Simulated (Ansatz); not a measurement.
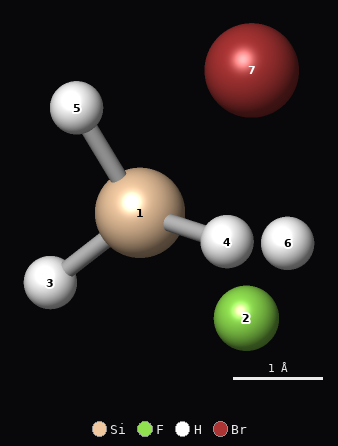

Fig. 1: The structure as given in the input (ball-and-stick view, seen at a tilt; atoms are numbered from 1 in the order of the input).

## SiH₄BrF: molecular dynamics (part 1 of 2)

System: SiH₄BrF.
Method: UKS PBE-D4/def2-SVP (Ansatz 0.2.0).

It belongs to a series of runs on one base structure; here: dynamics from the start. Figures and captions count atoms from 1; the log counts them from 0 in places.

## What the program printed
```
Engine: ansatz 0.2.0, aarch64-unknown-linux-gnu
Functional definition: PBE
  parameter kappa = 0.804
  parameter beta = 0.06672455060314922
  exchange = pbe_x(kappa = kappa, mu = beta*pi^2/3)
  correlation = pbe_c(beta = beta)
921 factors; their error is unknown
mean field evaluation 1: about -80673.5111 eV, gradient 1.9e1 eV
mean field evaluation 2: about -80670.1287 eV, gradient 3.9e1 eV
mean field evaluation 4: about -80674.9191 eV, gradient 2.6e0 eV
mean field evaluation 8: about -80674.9623 eV, gradient 2.4e-2 eV
mean field evaluation 16: about -80674.8690 eV, gradient 5.5e-5 eV
mean field -80674.86903644 eV, -2964.7467536990 hartree, gradient 5.5e-5 eV, S^2 0.000000; 0 other end points of the search recorded, 0 dependent functions left out
the calculation of the forces begins
reference -80674.86906653 eV, -2964.7467548048 hartree; 31, 31 occupied and 53, 53 virtual orbitals, 921 factors
md step     0: t =     0.00 fs  T =  1000.0 K  F+E_penalty+E_count = -80674.99154979 eV  E_kin = 0.646300 eV  conserved = -80674.34524979 eV  (27 SCF iters)
these checks for a lower state are left out or cut short: starts, cluster_reference, orbital_swaps, neighbouring_geometries, increment
921 factors; their error is unknown
mean field -80674.87441888 eV, -2964.7469514997 hartree, gradient 1.1e-5 eV, S^2 0.000000; 0 other end points of the search recorded, 0 dependent functions left out
the calculation of the forces begins
reference -80674.87444899 eV, -2964.7469526066 hartree; 31, 31 occupied and 53, 53 virtual orbitals, 921 factors
md step     1: t =     0.50 fs  T =  1008.6 K  F+E_penalty+E_count = -80674.99701293 eV  E_kin = 0.651851 eV  conserved = -80674.34516179 eV  (29 SCF iters, 3 dispersion substeps)
[... from here on the SCF iterations and repeated set-up lines of each step are left out, up to the last step ...]
md step     2: t =     1.00 fs  T =  1039.3 K  F+E_penalty+E_count = -80675.01678403 eV  E_kin = 0.671671 eV  conserved = -80674.34511283 eV  (29 SCF iters, 3 dispersion substeps)
md step     3: t =     1.50 fs  T =  1093.2 K  F+E_penalty+E_count = -80675.05171637 eV  E_kin = 0.706556 eV  conserved = -80674.34515989 eV  (29 SCF iters, 3 dispersion substeps)
md step     4: t =     2.00 fs  T =  1169.4 K  F+E_penalty+E_count = -80675.10114082 eV  E_kin = 0.755764 eV  conserved = -80674.34537635 eV  (29 SCF iters, 3 dispersion substeps)
md step     5: t =     2.50 fs  T =  1262.5 K  F+E_penalty+E_count = -80675.16179837 eV  E_kin = 0.815959 eV  conserved = -80674.34583900 eV  (29 SCF iters, 3 dispersion substeps)
md step     6: t =     3.00 fs  T =  1361.9 K  F+E_penalty+E_count = -80675.22680623 eV  E_kin = 0.880200 eV  conserved = -80674.34660624 eV  (29 SCF iters, 3 dispersion substeps)
md step     7: t =     3.50 fs  T =  1450.2 K  F+E_penalty+E_count = -80675.28498297 eV  E_kin = 0.937295 eV  conserved = -80674.34768774 eV  (28 SCF iters, 3 dispersion substeps)
md step     8: t =     4.00 fs  T =  1504.1 K  F+E_penalty+E_count = -80675.32107706 eV  E_kin = 0.972113 eV  conserved = -80674.34896422 eV  (28 SCF iters, 3 dispersion substeps)
md step     9: t =     4.50 fs  T =  1498.0 K  F+E_penalty+E_count = -80675.31818924 eV  E_kin = 0.968176 eV  conserved = -80674.35001304 eV  (28 SCF iters, 3 dispersion substeps)
md step    10: t =     5.00 fs  T =  1415.3 K  F+E_penalty+E_count = -80675.26469689 eV  E_kin = 0.914704 eV  conserved = -80674.34999305 eV  (28 SCF iters, 3 dispersion substeps)
md step    11: t =     5.50 fs  T =  1266.4 K  F+E_penalty+E_count = -80675.16655452 eV  E_kin = 0.818482 eV  conserved = -80674.34807214 eV  (29 SCF iters, 3 dispersion substeps)
md step    12: t =     6.00 fs  T =  1102.8 K  F+E_penalty+E_count = -80675.05750037 eV  E_kin = 0.712721 eV  conserved = -80674.34477968 eV  (30 SCF iters, 3 dispersion substeps)
md step    13: t =     6.50 fs  T =   999.4 K  F+E_penalty+E_count = -80674.98857568 eV  E_kin = 0.645908 eV  conserved = -80674.34266765 eV  (29 SCF iters, 3 dispersion substeps)
md step    14: t =     7.00 fs  T =  1001.8 K  F+E_penalty+E_count = -80674.99117484 eV  E_kin = 0.647439 eV  conserved = -80674.34373605 eV  (29 SCF iters, 3 dispersion substeps)
md step    15: t =     7.50 fs  T =  1087.8 K  F+E_penalty+E_count = -80675.04971398 eV  E_kin = 0.703063 eV  conserved = -80674.34665137 eV  (30 SCF iters, 3 dispersion substeps)
md step    16: t =     8.00 fs  T =  1192.6 K  F+E_penalty+E_count = -80675.11952708 eV  E_kin = 0.770797 eV  conserved = -80674.34873011 eV  (29 SCF iters, 3 dispersion substeps)
md step    17: t =     8.50 fs  T =  1262.3 K  F+E_penalty+E_count = -80675.16483868 eV  E_kin = 0.815800 eV  conserved = -80674.34903838 eV  (29 SCF iters, 3 dispersion substeps)
md step    18: t =     9.00 fs  T =  1278.9 K  F+E_penalty+E_count = -80675.17480462 eV  E_kin = 0.826546 eV  conserved = -80674.34825882 eV  (29 SCF iters, 3 dispersion substeps)
md step    19: t =     9.50 fs  T =  1251.3 K  F+E_penalty+E_count = -80675.15597582 eV  E_kin = 0.808720 eV  conserved = -80674.34725625 eV  (30 SCF iters, 3 dispersion substeps)
md step    20: t =    10.00 fs  T =  1197.0 K  F+E_penalty+E_count = -80675.12010302 eV  E_kin = 0.773634 eV  conserved = -80674.34646933 eV  (30 SCF iters, 3 dispersion substeps)
md step    21: t =    10.50 fs  T =  1131.3 K  F+E_penalty+E_count = -80675.07714594 eV  E_kin = 0.731158 eV  conserved = -80674.34598767 eV  (30 SCF iters, 3 dispersion substeps)
md step    22: t =    11.00 fs  T =  1063.9 K  F+E_penalty+E_count = -80675.03334118 eV  E_kin = 0.687589 eV  conserved = -80674.34575257 eV  (30 SCF iters, 3 dispersion substeps)
md step    23: t =    11.50 fs  T =   999.5 K  F+E_penalty+E_count = -80674.99167406 eV  E_kin = 0.645997 eV  conserved = -80674.34567726 eV  (29 SCF iters, 3 dispersion substeps)
md step    24: t =    12.00 fs  T =   939.6 K  F+E_penalty+E_count = -80674.95297218 eV  E_kin = 0.607287 eV  conserved = -80674.34568545 eV  (30 SCF iters, 3 dispersion substeps)
md step    25: t =    12.50 fs  T =   883.8 K  F+E_penalty+E_count = -80674.91692378 eV  E_kin = 0.571196 eV  conserved = -80674.34572784 eV  (30 SCF iters, 3 dispersion substeps)
md step    26: t =    13.00 fs  T =   830.9 K  F+E_penalty+E_count = -80674.88280700 eV  E_kin = 0.537036 eV  conserved = -80674.34577053 eV  (29 SCF iters, 3 dispersion substeps)
md step    27: t =    13.50 fs  T =   780.1 K  F+E_penalty+E_count = -80674.84997133 eV  E_kin = 0.504176 eV  conserved = -80674.34579536 eV  (28 SCF iters, 3 dispersion substeps)
md step    28: t =    14.00 fs  T =   730.8 K  F+E_penalty+E_count = -80674.81810861 eV  E_kin = 0.472316 eV  conserved = -80674.34579227 eV  (28 SCF iters, 3 dispersion substeps)
md step    29: t =    14.50 fs  T =   683.3 K  F+E_penalty+E_count = -80674.78739094 eV  E_kin = 0.441634 eV  conserved = -80674.34575723 eV  (28 SCF iters, 3 dispersion substeps)
md step    30: t =    15.00 fs  T =   638.8 K  F+E_penalty+E_count = -80674.75852314 eV  E_kin = 0.412833 eV  conserved = -80674.34569055 eV  (28 SCF iters, 3 dispersion substeps)
md step    31: t =    15.50 fs  T =   599.0 K  F+E_penalty+E_count = -80674.73273122 eV  E_kin = 0.387136 eV  conserved = -80674.34559507 eV  (28 SCF iters, 3 dispersion substeps)
md step    32: t =    16.00 fs  T =   566.6 K  F+E_penalty+E_count = -80674.71167533 eV  E_kin = 0.366191 eV  conserved = -80674.34548390 eV  (29 SCF iters, 3 dispersion substeps)
md step    33: t =    16.50 fs  T =   544.4 K  F+E_penalty+E_count = -80674.69721812 eV  E_kin = 0.351836 eV  conserved = -80674.34538218 eV  (28 SCF iters, 3 dispersion substeps)
md step    34: t =    17.00 fs  T =   534.9 K  F+E_penalty+E_count = -80674.69101550 eV  E_kin = 0.345691 eV  conserved = -80674.34532492 eV  (28 SCF iters, 3 dispersion substeps)
md step    35: t =    17.50 fs  T =   539.4 K  F+E_penalty+E_count = -80674.69397856 eV  E_kin = 0.348634 eV  conserved = -80674.34534504 eV  (28 SCF iters, 3 dispersion substeps)
md step    36: t =    18.00 fs  T =   557.5 K  F+E_penalty+E_count = -80674.70578368 eV  E_kin = 0.360328 eV  conserved = -80674.34545600 eV  (28 SCF iters, 3 dispersion substeps)
md step    37: t =    18.50 fs  T =   586.5 K  F+E_penalty+E_count = -80674.72467498 eV  E_kin = 0.379032 eV  conserved = -80674.34564305 eV  (28 SCF iters, 3 dispersion substeps)
md step    38: t =    19.00 fs  T =   621.8 K  F+E_penalty+E_count = -80674.74771341 eV  E_kin = 0.401849 eV  conserved = -80674.34586442 eV  (28 SCF iters, 3 dispersion substeps)
md step    39: t =    19.50 fs  T =   658.2 K  F+E_penalty+E_count = -80674.77143703 eV  E_kin = 0.425374 eV  conserved = -80674.34606318 eV  (28 SCF iters, 3 dispersion substeps)
md step    40: t =    20.00 fs  T =   690.9 K  F+E_penalty+E_count = -80674.79271239 eV  E_kin = 0.446518 eV  conserved = -80674.34619396 eV  (29 SCF iters, 3 dispersion substeps)
md step    41: t =    20.50 fs  T =   716.7 K  F+E_penalty+E_count = -80674.80945259 eV  E_kin = 0.463219 eV  conserved = -80674.34623320 eV  (29 SCF iters, 3 dispersion substeps)
md step    42: t =    21.00 fs  T =   734.7 K  F+E_penalty+E_count = -80674.82099847 eV  E_kin = 0.474814 eV  conserved = -80674.34618475 eV  (30 SCF iters, 3 dispersion substeps)
md step    43: t =    21.50 fs  T =   745.8 K  F+E_penalty+E_count = -80674.82809230 eV  E_kin = 0.482018 eV  conserved = -80674.34607417 eV  (29 SCF iters, 3 dispersion substeps)
md step    44: t =    22.00 fs  T =   752.9 K  F+E_penalty+E_count = -80674.83252031 eV  E_kin = 0.486585 eV  conserved = -80674.34593560 eV  (29 SCF iters, 3 dispersion substeps)
md step    45: t =    22.50 fs  T =   759.4 K  F+E_penalty+E_count = -80674.83658066 eV  E_kin = 0.490772 eV  conserved = -80674.34580876 eV  (28 SCF iters, 3 dispersion substeps)
md step    46: t =    23.00 fs  T =   768.6 K  F+E_penalty+E_count = -80674.84250346 eV  E_kin = 0.496776 eV  conserved = -80674.34572712 eV  (29 SCF iters, 3 dispersion substeps)
md step    47: t =    23.50 fs  T =   783.3 K  F+E_penalty+E_count = -80674.85196670 eV  E_kin = 0.506259 eV  conserved = -80674.34570800 eV  (29 SCF iters, 3 dispersion substeps)
md step    48: t =    24.00 fs  T =   804.7 K  F+E_penalty+E_count = -80674.86583682 eV  E_kin = 0.520091 eV  conserved = -80674.34574613 eV  (29 SCF iters, 3 dispersion substeps)
md step    49: t =    24.50 fs  T =   833.1 K  F+E_penalty+E_count = -80674.88425977 eV  E_kin = 0.538456 eV  conserved = -80674.34580377 eV  (29 SCF iters, 3 dispersion substeps)
md step    50: t =    25.00 fs  T =   868.6 K  F+E_penalty+E_count = -80674.90721729 eV  E_kin = 0.561405 eV  conserved = -80674.34581206 eV  (29 SCF iters, 3 dispersion substeps)
md step    51: t =    25.50 fs  T =   912.5 K  F+E_penalty+E_count = -80674.93546995 eV  E_kin = 0.589765 eV  conserved = -80674.34570513 eV  (29 SCF iters, 3 dispersion substeps)
md step    52: t =    26.00 fs  T =   968.4 K  F+E_penalty+E_count = -80674.97136338 eV  E_kin = 0.625874 eV  conserved = -80674.34548943 eV  (28 SCF iters, 3 dispersion substeps)
md step    53: t =    26.50 fs  T =  1041.6 K  F+E_penalty+E_count = -80675.01851908 eV  E_kin = 0.673218 eV  conserved = -80674.34530154 eV  (30 SCF iters, 3 dispersion substeps)
md step    54: t =    27.00 fs  T =  1136.2 K  F+E_penalty+E_count = -80675.07969471 eV  E_kin = 0.734330 eV  conserved = -80674.34536485 eV  (29 SCF iters, 3 dispersion substeps)
md step    55: t =    27.50 fs  T =  1249.9 K  F+E_penalty+E_count = -80675.15360591 eV  E_kin = 0.807796 eV  conserved = -80674.34581012 eV  (28 SCF iters, 3 dispersion substeps)
md step    56: t =    28.00 fs  T =  1371.9 K  F+E_penalty+E_count = -80675.23320657 eV  E_kin = 0.886676 eV  conserved = -80674.34653071 eV  (30 SCF iters, 3 dispersion substeps)
md step    57: t =    28.50 fs  T =  1485.6 K  F+E_penalty+E_count = -80675.30736841 eV  E_kin = 0.960126 eV  conserved = -80674.34724252 eV  (28 SCF iters, 3 dispersion substeps)
md step    58: t =    29.00 fs  T =  1574.1 K  F+E_penalty+E_count = -80675.36506157 eV  E_kin = 1.017370 eV  conserved = -80674.34769119 eV  (28 SCF iters, 3 dispersion substeps)
md step    59: t =    29.50 fs  T =  1626.8 K  F+E_penalty+E_count = -80675.39916039 eV  E_kin = 1.051376 eV  conserved = -80674.34778463 eV  (27 SCF iters, 3 dispersion substeps)
md step    60: t =    30.00 fs  T =  1640.7 K  F+E_penalty+E_count = -80675.40794776 eV  E_kin = 1.060376 eV  conserved = -80674.34757181 eV  (28 SCF iters, 3 dispersion substeps)
md step    61: t =    30.50 fs  T =  1620.5 K  F+E_penalty+E_count = -80675.39451021 eV  E_kin = 1.047352 eV  conserved = -80674.34715800 eV  (28 SCF iters, 3 dispersion substeps)
md step    62: t =    31.00 fs  T =  1576.0 K  F+E_penalty+E_count = -80675.36521402 eV  E_kin = 1.018574 eV  conserved = -80674.34664003 eV  (28 SCF iters, 3 dispersion substeps)
md step    63: t =    31.50 fs  T =  1519.6 K  F+E_penalty+E_count = -80675.32820316 eV  E_kin = 0.982114 eV  conserved = -80674.34608950 eV  (28 SCF iters, 3 dispersion substeps)
md step    64: t =    32.00 fs  T =  1464.7 K  F+E_penalty+E_count = -80675.29221774 eV  E_kin = 0.946653 eV  conserved = -80674.34556475 eV  (28 SCF iters, 3 dispersion substeps)
md step    65: t =    32.50 fs  T =  1424.2 K  F+E_penalty+E_count = -80675.26559969 eV  E_kin = 0.920471 eV  conserved = -80674.34512846 eV  (29 SCF iters, 3 dispersion substeps)
md step    66: t =    33.00 fs  T =  1408.7 K  F+E_penalty+E_count = -80675.25526359 eV  E_kin = 0.910412 eV  conserved = -80674.34485162 eV  (28 SCF iters, 3 dispersion substeps)
md step    67: t =    33.50 fs  T =  1424.7 K  F+E_penalty+E_count = -80675.26556794 eV  E_kin = 0.920759 eV  conserved = -80674.34480911 eV  (28 SCF iters, 3 dispersion substeps)
md step    68: t =    34.00 fs  T =  1473.1 K  F+E_penalty+E_count = -80675.29716637 eV  E_kin = 0.952093 eV  conserved = -80674.34507384 eV  (28 SCF iters, 3 dispersion substeps)
md step    69: t =    34.50 fs  T =  1547.6 K  F+E_penalty+E_count = -80675.34595276 eV  E_kin = 1.000245 eV  conserved = -80674.34570772 eV  (28 SCF iters, 3 dispersion substeps)
md step    70: t =    35.00 fs  T =  1633.2 K  F+E_penalty+E_count = -80675.40225614 eV  E_kin = 1.055518 eV  conserved = -80674.34673815 eV  (28 SCF iters, 3 dispersion substeps)
md step    71: t =    35.50 fs  T =  1706.2 K  F+E_penalty+E_count = -80675.45077641 eV  E_kin = 1.102714 eV  conserved = -80674.34806271 eV  (28 SCF iters, 3 dispersion substeps)
md step    72: t =    36.00 fs  T =  1738.4 K  F+E_penalty+E_count = -80675.47276667 eV  E_kin = 1.123511 eV  conserved = -80674.34925592 eV  (28 SCF iters, 3 dispersion substeps)
md step    73: t =    36.50 fs  T =  1707.7 K  F+E_penalty+E_count = -80675.45313212 eV  E_kin = 1.103697 eV  conserved = -80674.34943539 eV  (28 SCF iters, 3 dispersion substeps)
md step    74: t =    37.00 fs  T =  1618.1 K  F+E_penalty+E_count = -80675.39353088 eV  E_kin = 1.045804 eV  conserved = -80674.34772652 eV  (28 SCF iters, 3 dispersion substeps)
md step    75: t =    37.50 fs  T =  1514.3 K  F+E_penalty+E_count = -80675.32339705 eV  E_kin = 0.978716 eV  conserved = -80674.34468130 eV  (29 SCF iters, 3 dispersion substeps)
md step    76: t =    38.00 fs  T =  1464.3 K  F+E_penalty+E_count = -80675.28926647 eV  E_kin = 0.946375 eV  conserved = -80674.34289187 eV  (28 SCF iters, 3 dispersion substeps)
md step    77: t =    38.50 fs  T =  1505.7 K  F+E_penalty+E_count = -80675.31734611 eV  E_kin = 0.973105 eV  conserved = -80674.34424157 eV  (28 SCF iters, 3 dispersion substeps)
md step    78: t =    39.00 fs  T =  1610.2 K  F+E_penalty+E_count = -80675.38786465 eV  E_kin = 1.040671 eV  conserved = -80674.34719344 eV  (29 SCF iters, 3 dispersion substeps)
md step    79: t =    39.50 fs  T =  1712.9 K  F+E_penalty+E_count = -80675.45605514 eV  E_kin = 1.107016 eV  conserved = -80674.34903905 eV  (26 SCF iters, 3 dispersion substeps)
md step    80: t =    40.00 fs  T =  1767.0 K  F+E_penalty+E_count = -80675.49096503 eV  E_kin = 1.141993 eV  conserved = -80674.34897235 eV  (28 SCF iters, 3 dispersion substeps)
md step    81: t =    40.50 fs  T =  1766.9 K  F+E_penalty+E_count = -80675.48971183 eV  E_kin = 1.141917 eV  conserved = -80674.34779511 eV  (28 SCF iters, 3 dispersion substeps)
md step    82: t =    41.00 fs  T =  1734.9 K  F+E_penalty+E_count = -80675.46767682 eV  E_kin = 1.121235 eV  conserved = -80674.34644163 eV  (28 SCF iters, 3 dispersion substeps)
md step    83: t =    41.50 fs  T =  1700.8 K  F+E_penalty+E_count = -80675.44464157 eV  E_kin = 1.099246 eV  conserved = -80674.34539582 eV  (29 SCF iters, 3 dispersion substeps)
md step    84: t =    42.00 fs  T =  1689.5 K  F+E_penalty+E_count = -80675.43669162 eV  E_kin = 1.091903 eV  conserved = -80674.34478859 eV  (28 SCF iters, 3 dispersion substeps)
md step    85: t =    42.50 fs  T =  1715.7 K  F+E_penalty+E_count = -80675.45346186 eV  E_kin = 1.108847 eV  conserved = -80674.34461502 eV  (29 SCF iters, 3 dispersion substeps)
md step    86: t =    43.00 fs  T =  1783.9 K  F+E_penalty+E_count = -80675.49776975 eV  E_kin = 1.152904 eV  conserved = -80674.34486586 eV  (29 SCF iters, 3 dispersion substeps)
md step    87: t =    43.50 fs  T =  1887.7 K  F+E_penalty+E_count = -80675.56559617 eV  E_kin = 1.220020 eV  conserved = -80674.34557597 eV  (28 SCF iters, 3 dispersion substeps)
md step    88: t =    44.00 fs  T =  2009.7 K  F+E_penalty+E_count = -80675.64567936 eV  E_kin = 1.298885 eV  conserved = -80674.34679420 eV  (27 SCF iters, 3 dispersion substeps)
md step    89: t =    44.50 fs  T =  2121.0 K  F+E_penalty+E_count = -80675.71927154 eV  E_kin = 1.370832 eV  conserved = -80674.34843916 eV  (28 SCF iters, 3 dispersion substeps)
md step    90: t =    45.00 fs  T =  2185.2 K  F+E_penalty+E_count = -80675.76229501 eV  E_kin = 1.412275 eV  conserved = -80674.35002005 eV  (27 SCF iters, 3 dispersion substeps)
md step    91: t =    45.50 fs  T =  2171.6 K  F+E_penalty+E_count = -80675.75388819 eV  E_kin = 1.403487 eV  conserved = -80674.35040072 eV  (27 SCF iters, 3 dispersion substeps)
md step    92: t =    46.00 fs  T =  2081.5 K  F+E_penalty+E_count = -80675.69364192 eV  E_kin = 1.345293 eV  conserved = -80674.34834850 eV  (27 SCF iters, 3 dispersion substeps)
md step    93: t =    46.50 fs  T =  1969.4 K  F+E_penalty+E_count = -80675.61734448 eV  E_kin = 1.272816 eV  conserved = -80674.34452883 eV  (28 SCF iters, 3 dispersion substeps)
md step    94: t =    47.00 fs  T =  1920.1 K  F+E_penalty+E_count = -80675.58342325 eV  E_kin = 1.240971 eV  conserved = -80674.34245231 eV  (29 SCF iters, 3 dispersion substeps)
md step    95: t =    47.50 fs  T =  1977.1 K  F+E_penalty+E_count = -80675.62227096 eV  E_kin = 1.277809 eV  conserved = -80674.34446230 eV  (29 SCF iters, 3 dispersion substeps)
md step    96: t =    48.00 fs  T =  2098.6 K  F+E_penalty+E_count = -80675.70445543 eV  E_kin = 1.356308 eV  conserved = -80674.34814724 eV  (28 SCF iters, 3 dispersion substeps)
md step    97: t =    48.50 fs  T =  2202.4 K  F+E_penalty+E_count = -80675.77348897 eV  E_kin = 1.423419 eV  conserved = -80674.35006996 eV  (28 SCF iters, 3 dispersion substeps)
md step    98: t =    49.00 fs  T =  2237.3 K  F+E_penalty+E_count = -80675.79561419 eV  E_kin = 1.445963 eV  conserved = -80674.34965128 eV  (26 SCF iters, 3 dispersion substeps)
md step    99: t =    49.50 fs  T =  2203.3 K  F+E_penalty+E_count = -80675.77210780 eV  E_kin = 1.423982 eV  conserved = -80674.34812538 eV  (30 SCF iters, 3 dispersion substeps)
md step   100: t =    50.00 fs  T =  2130.2 K  F+E_penalty+E_count = -80675.72335340 eV  E_kin = 1.376770 eV  conserved = -80674.34658323 eV  (30 SCF iters, 3 dispersion substeps)
md step   101: t =    50.50 fs  T =  2052.8 K  F+E_penalty+E_count = -80675.67217123 eV  E_kin = 1.326700 eV  conserved = -80674.34547141 eV  (29 SCF iters, 3 dispersion substeps)
md step   102: t =    51.00 fs  T =  1997.6 K  F+E_penalty+E_count = -80675.63587931 eV  E_kin = 1.291030 eV  conserved = -80674.34484923 eV  (29 SCF iters, 3 dispersion substeps)
md step   103: t =    51.50 fs  T =  1980.1 K  F+E_penalty+E_count = -80675.62441531 eV  E_kin = 1.279732 eV  conserved = -80674.34468294 eV  (30 SCF iters, 3 dispersion substeps)
md step   104: t =    52.00 fs  T =  2004.4 K  F+E_penalty+E_count = -80675.64039385 eV  E_kin = 1.295416 eV  conserved = -80674.34497793 eV  (30 SCF iters, 3 dispersion substeps)
md step   105: t =    52.50 fs  T =  2062.8 K  F+E_penalty+E_count = -80675.67895592 eV  E_kin = 1.333162 eV  conserved = -80674.34579362 eV  (30 SCF iters, 3 dispersion substeps)
md step   106: t =    53.00 fs  T =  2135.2 K  F+E_penalty+E_count = -80675.72714963 eV  E_kin = 1.379998 eV  conserved = -80674.34715163 eV  (30 SCF iters, 3 dispersion substeps)
md step   107: t =    53.50 fs  T =  2190.2 K  F+E_penalty+E_count = -80675.76433656 eV  E_kin = 1.415534 eV  conserved = -80674.34880277 eV  (30 SCF iters, 3 dispersion substeps)
md step   108: t =    54.00 fs  T =  2192.8 K  F+E_penalty+E_count = -80675.76713213 eV  E_kin = 1.417236 eV  conserved = -80674.34989632 eV  (30 SCF iters, 3 dispersion substeps)
md step   109: t =    54.50 fs  T =  2126.1 K  F+E_penalty+E_count = -80675.72310618 eV  E_kin = 1.374071 eV  conserved = -80674.34903565 eV  (30 SCF iters, 3 dispersion substeps)
md step   110: t =    55.00 fs  T =  2018.8 K  F+E_penalty+E_count = -80675.65046467 eV  E_kin = 1.304763 eV  conserved = -80674.34570125 eV  (30 SCF iters, 3 dispersion substeps)
md step   111: t =    55.50 fs  T =  1948.7 K  F+E_penalty+E_count = -80675.60183976 eV  E_kin = 1.259476 eV  conserved = -80674.34236369 eV  (30 SCF iters, 3 dispersion substeps)
md step   112: t =    56.00 fs  T =  1986.1 K  F+E_penalty+E_count = -80675.62635068 eV  E_kin = 1.283616 eV  conserved = -80674.34273438 eV  (29 SCF iters, 3 dispersion substeps)
```
